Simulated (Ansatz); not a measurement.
**How far to go with the k-point mesh: NbH₂ (I4mm, 3 atoms in the cell)**

```xyz
3
Lattice="0.0000 2.2960 2.2960 2.2960 0.0000 2.2960 2.2960 2.2960 0.0000" Properties=species:S:1:pos:R:3 pbc="T T T"
Nb     0.0000     0.0000     0.0500
H      1.1480     1.1480     1.1480
H      3.4440     3.4440     3.4440
```

Method: PBEsol, default PAW files made with PBE (plane waves; Ansatz, an electronic-structure program).

Base settings: basis.ecutwfc = 30.9 Ry; kpoints.mp_grid.grid = 12 12 12; hamiltonian.xc = pbesol; hamiltonian.pseudopotentials = {kind: paw} (the program's default PAW files); scf.occupations.method = gaussian; scf.occupations.width = 0.0073 Ry.

The second cell is the first with its lattice scaled by 0.98.

Only quantities that move along the ladder and can be compared are tabulated.

The count of work is k-points × plane waves × bands × iterations; it is no time. 

The starting cell comes from a database of computed structures (which also holds hypothetical and non-ambient phases and stackings), without a prior relaxation at this level. Its lattice was rescaled by up to half a per cent. One atom was moved a little off its site on purpose. Spin polarisation is off. In the base run, with a pressure of about -8 GPa the cell is away from its equilibrium volume at this level. Ansatz's pressure includes its estimate of the finite-basis (Pulay) stress.

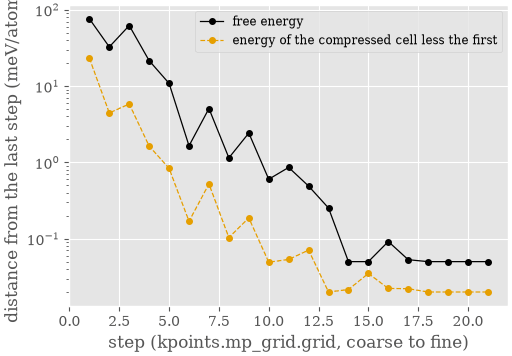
Figure: Distance from the last step along the ladder; very small values are drawn at a floor.

```tsv
kpoints.mp_grid.grid	free energy less the last step's (meV/atom)	energy of the compressed cell less the first (meV/atom)	pressure (GPa)	largest difference of a force vector from the last step's (eV/Å)	count of work / last
2 2 2	76.09	13.82	-1.28	1.535	0.00088
3 3 3	32.55	-4.93	-6.92	0.191	0.0013
4 4 4	62.05	-3.56	-6.46	0.060	0.0029
5 5 5	21.50	-7.74	-7.77	0.045	0.0040
6 6 6	-10.84	-10.21	-8.56	0.022	0.0066
7 7 7	-1.65	-9.54	-8.34	0.021	0.0088
8 8 8	5.07	-8.85	-8.13	0.012	0.013
9 9 9	1.14	-9.27	-8.26	0.006	0.017
10 10 10	-2.42	-9.56	-8.36	0.001	0.023
11 11 11	-0.60	-9.42	-8.32	0.002	0.028
12 12 12	0.86	-9.32	-8.28	0.001	0.036
13 13 13	0.49	-9.30	-8.28	0.002	0.043
14 14 14	-0.25	-9.37	-8.29	0.004	0.054
16 16 16	0.01	-9.39	-8.31	0.003	0.077
18 18 18	0.05	-9.34	-8.29	0.005	0.11
22 22 22	0.09	-9.35	-8.29	0.001	0.18
24 24 24	-0.05	-9.39	-8.30	0.002	0.23
27 27 27	-0.03	-9.37	-8.30	0.000	0.32
30 30 30	0.02	-9.36	-8.29	0.001	0.44
33 33 33	0.00	-9.37	-8.30	0.001	0.57
36 36 36	0.00	-9.37	-8.30	0.001	0.74
40 40 40	0.00	-9.37	-8.30	0.000	1.0
```

Coarsest kpoints.mp_grid.grid that holds the pressure within 0.2 GPa of the last step, with all finer ones: 7 7 7, at 0.0088 of the last step's count of work; the step before is off by 0.26 GPa.

Coarsest kpoints.mp_grid.grid that holds the forces within 0.01 eV/Å of the last step, with all finer ones: 9 9 9, at 0.017 of the last step's count of work; the step before is off by 0.012 eV/Å.

Coarsest kpoints.mp_grid.grid that holds the energy of the compressed cell less the first within 2 meV/atom of the last step, with all finer ones: 5 5 5, at 0.0040 of the last step's count of work; the step before is off by 5.8 meV/atom.

The energy difference between the two cells stays within 1 meV/atom of the last step's from 6 6 6 on, the total only from 11 11 11 on: much of the error is common to both cells and cancels.

Keys are those of Ansatz 0.2.
